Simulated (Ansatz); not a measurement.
**NO (nitric oxide) at UHSE06/STO-3G**

What is the electronic atomisation energy of NO (nitric oxide) at UHSE06/STO-3G? 

The calculation is run with Ansatz 0.2.0.

## Step 1: The structure to begin with

NO: 2 atoms, total charge 0, spin state doublet. SMILES: `[N]=O`. Geometry: relaxed at PBE0-D4/def2-TZVP.

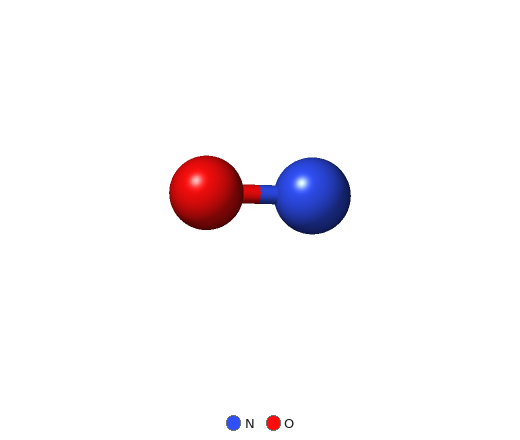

Viewed from a chosen angle; nitrogen blue, oxygen red.

## Step 2: The energy at UHSE06/STO-3G

Contents of input.yaml:

```yaml
crystal:
  periodic: [false, false, false]
  atoms:
    - {symbol: N, position_ang: [-0.483620, 0.177030, -0.243990]}
    - {symbol: O, position_ang: [0.483620, -0.177030, 0.243990]}
basis:
  gaussian:
    orbitals: STO-3G
magnetization:
  spin_polarized: true
  initial_magnetization: 1
hamiltonian:
  xc: {name: HSE06}
accuracy: high
```

Started as:

```sh
ansatz run input.yaml --threads 1 --pin off --max-ram 3480MiB --events-out events.jsonl --progress --plain --runs-dir runs
```

Output:

```text
Warning: RAYON_NUM_THREADS=1 ignored (pool sized by the plan → 1); use --threads N
Functional definition: HSE06
  name "HSE06"
  parameter a = 0.25
  parameter omega = 0.11/bohr
  exchange = pbe_x - a*pbe_x_sr(omega) + a*exact_x_sr(omega)
  correlation = pbe_c
149 factors; integrals over basis functions are off by at most 3.2e-8 eV
32 factors; integrals over basis functions are off by at most 3.3e-10 eV
mean field evaluation 1: about -3482.6379 eV, gradient 8.4e0 eV
mean field evaluation 2: about -3481.8411 eV, gradient 1.5e1 eV
mean field evaluation 4: about -3483.0010 eV, gradient 1.3e-1 eV
mean field evaluation 8: about -3482.9966 eV, gradient 2.3e-2 eV
mean field evaluation 16: about -3482.9966 eV, gradient 3.1e-8 eV
mean field -3482.99662474 eV, -127.9977650994 hartree, gradient 3.1e-8 eV, S^2 0.750615; 0 other end points of the search recorded, 0 dependent functions left out
reference -3482.99662547 eV, -127.9977651262 hartree; 8, 7 occupied and 2, 3 virtual orbitals, 149 factors
Total energy: -3482.99662547 eV, -127.9977651262 hartree
```

Wall time 0.86 s (1 thread of Arm Neoverse V1, shared host).

## Step 3: The N atom at the same level

Contents of job.yaml:

```yaml
crystal:
  periodic: [false, false, false]
  atoms:
    - {symbol: "N", position_ang: [0.000000, 0.000000, 0.000000]}
basis:
  gaussian:
    orbitals: STO-3G
magnetization:
  spin_polarized: true
  initial_magnetization: 3
hamiltonian:
  xc: hse06
accuracy: high
```

Run the same way, it converges to -53.83615 Eh (log not shown).

## Step 4: The O atom

Contents of molecule.yaml:

```yaml
basis:
  gaussian:
    orbitals: STO-3G
crystal:
  periodic: [false, false, false]
  atoms:
    - {symbol: O, position_ang: [0.000000, 0.000000, 0.000000]}
magnetization:
  spin_polarized: true
  initial_magnetization: 2
hamiltonian:
  xc: hse06
accuracy: high
```

Started as:

```sh
ansatz run molecule.yaml --threads 1 --pin off --max-ram 3480MiB --events-out events.jsonl --progress --plain --runs-dir runs
```

Output (excerpt; [...] marks lines left out):

```text
Warning: RAYON_NUM_THREADS=1 ignored (pool sized by the plan → 1); use --threads N
[... 6 set-up lines as earlier in the session ...]
15 factors; integrals over basis functions are off by at most 1.1e-9 eV
13 factors; integrals over basis functions are off by at most 2.1e-10 eV
mean field evaluation 1: about -2012.9169 eV, gradient 2.9e-12 eV
mean field evaluation 2: about -2012.9168 eV, gradient 1.2e-11 eV
mean field -2012.91678991 eV, -73.9733276250 hartree, gradient 0.0e0 eV, S^2 2.000000; 0 other end points of the search recorded, 0 dependent functions left out
reference -2012.91679039 eV, -73.9733276426 hartree; 5, 3 occupied and 0, 2 virtual orbitals, 15 factors
Total energy: -2012.91679039 eV, -73.9733276426 hartree
```

It took 0.28 s on 1 thread of Arm Neoverse V1, shared host.

## Step 5: Summary of results

At UHSE06/STO-3G:

```
                     quantity          value
       molecule: total energy  -127.99777 Eh
               molecule: ⟨S²⟩          0.751
         N atom: total energy   -53.83615 Eh
                 N atom: ⟨S²⟩          3.750
         O atom: total energy   -73.97333 Eh
                 O atom: ⟨S²⟩          2.000
electronic atomisation energy       5.124 eV
```

Taking the molecule apart into free atoms costs 5.12 eV (494 kJ/mol), before zero-point energy and without spin-orbit coupling.
